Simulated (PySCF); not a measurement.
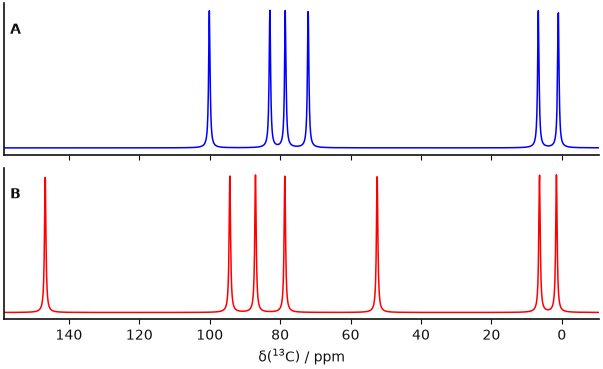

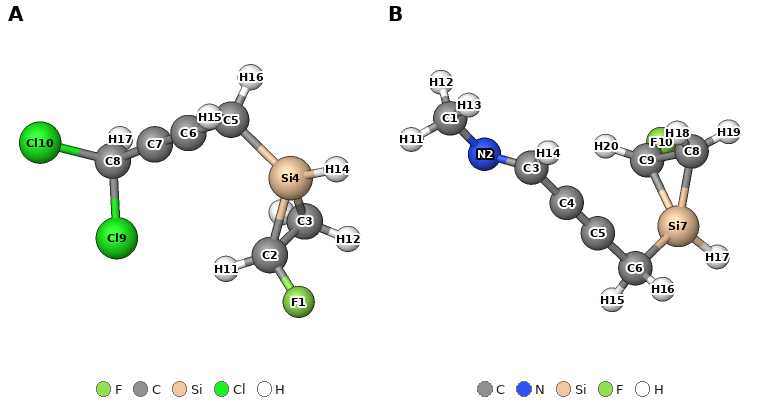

Related molecules: A is C₆H₇Cl₂FSi, SMILES F[C@@H]1C[Si@H]1CC#CC(Cl)Cl; B is C₇H₁₀FNSi, SMILES C/N=C/C#CC[Si@@H]1C[C@H]1F. GIAO ¹³C shifts against TMS, PBE0/pcSseg-1 with PySCF, at a GFN2-xTB geometry (no frequency check); fully decoupled, line heights follow the number of nuclei within a panel, widths are arbitrary (no quadrupolar broadening); values of one conformer, averaged over methyl-type rotors and exact or near symmetry; other conformers aren't averaged in.

Question: Assign the ¹³C signals of each molecule.

Answer: A: 100.1 (C6); 82.9 (C7); 78.5 (C2); 72.0 (C8); 6.7 (C3); 1.0 (C5)
B: 146.7 (C3); 94.3 (C5); 87.0 (C4); 78.7 (C9); 52.5 (C1); 6.3 (C8); 1.5 (C6)

Caveats, for all or some of the runs: the tight-binding geometry is rougher than a DFT one and adds to the error.
